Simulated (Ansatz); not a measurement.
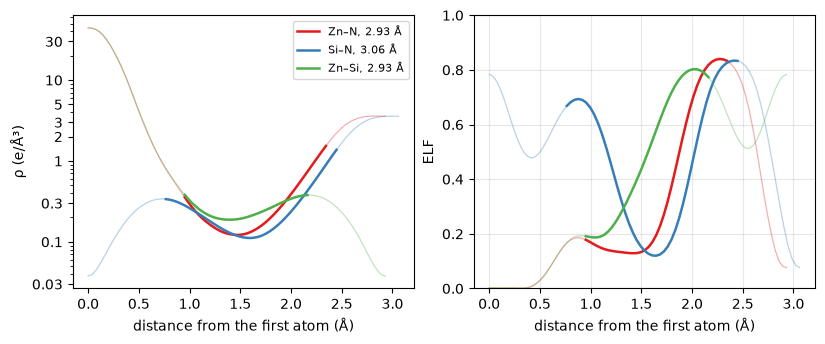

Figure. Zn4SiN. Valence charge density (pseudo) and ELF along straight lines between neighbouring atoms. Thin, pale parts lie inside the atomic spheres.

Space group F-43m; a structure generated by program, which may or may not match a known phase; spin-polarised.

Theory: Ansatz, DFT PBE, scalar-relativistic, plane waves, PAW.

Core electrons are frozen (PAW), and the valence fields are smoothed inside the atomic spheres.

```cif
data_structure
_symmetry_space_group_name_H-M 'P 1'
_symmetry_Int_Tables_number 1
_cell_length_a 7.0688
_cell_length_b 7.0688
_cell_length_c 7.0688
_cell_angle_alpha 90.000
_cell_angle_beta 90.000
_cell_angle_gamma 90.000
_cell_volume 353.21
loop_
_atom_site_label
_atom_site_type_symbol
_atom_site_fract_x
_atom_site_fract_y
_atom_site_fract_z
_atom_site_occupancy
Zn1 Zn 0.62484 0.87516 0.12484 1
Zn2 Zn 0.12484 0.87516 0.62484 1
Zn3 Zn 0.12484 0.37516 0.12484 1
Zn4 Zn 0.62484 0.37516 0.62484 1
Zn5 Zn 0.87516 0.87516 0.37516 1
Zn6 Zn 0.37516 0.87516 0.87516 1
Zn7 Zn 0.37516 0.37516 0.37516 1
Zn8 Zn 0.87516 0.37516 0.87516 1
Zn9 Zn 0.87516 0.62484 0.12484 1
Zn10 Zn 0.37516 0.62484 0.62484 1
Zn11 Zn 0.37516 0.12484 0.12484 1
Zn12 Zn 0.87516 0.12484 0.62484 1
Zn13 Zn 0.62484 0.62484 0.37516 1
Zn14 Zn 0.12484 0.62484 0.87516 1
Zn15 Zn 0.12484 0.12484 0.37516 1
Zn16 Zn 0.62484 0.12484 0.87516 1
Si1 Si 0.50000 0.50000 0.00000 1
Si2 Si 0.00000 0.50000 0.50000 1
Si3 Si 0.00000 0.00000 0.00000 1
Si4 Si 0.50000 0.00000 0.50000 1
N1 N 0.25000 0.75000 0.25000 1
N2 N 0.75000 0.75000 0.75000 1
N3 N 0.75000 0.25000 0.25000 1
N4 N 0.25000 0.25000 0.75000 1
```

What can be read from the curves?

Zn–N (2.93 Å): ρ at the midpoint is about 0.12 e/Å³; the ELF is about 0.15 at the midpoint; no localised pair shows between them.
Si–N (3.06 Å): the density is about 0.11 e/Å³ at the midpoint; the ELF is about 0.15 at the midpoint; no shared electron pair shows on this line.
Zn–Si (2.93 Å): ρ is about 0.19 e/Å³ halfway; the ELF peaks at about 0.80 in the valence shell of Si, 0.9 Å from its nucleus, and drops to about 0.20 between the two atoms.
